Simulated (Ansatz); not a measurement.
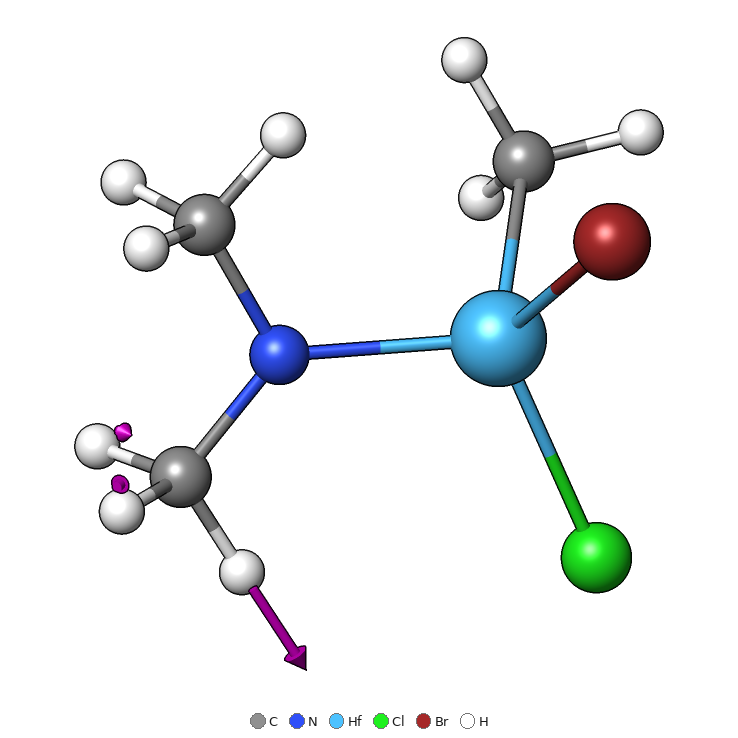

The arrows show one normal mode. Charge 0, singlet. Harmonic vibrations computed with RKS PBE0-D4/def2-TZVP, core potentials on Hf (Ansatz 0.2.0) at a stationary point of the same level.

Describe the motion.

Answer. Mostly C–H stretching.

Estimate its harmonic wavenumber.

Answer. 3120 cm⁻¹; it is mode 42 of 42 counted from the lowest.
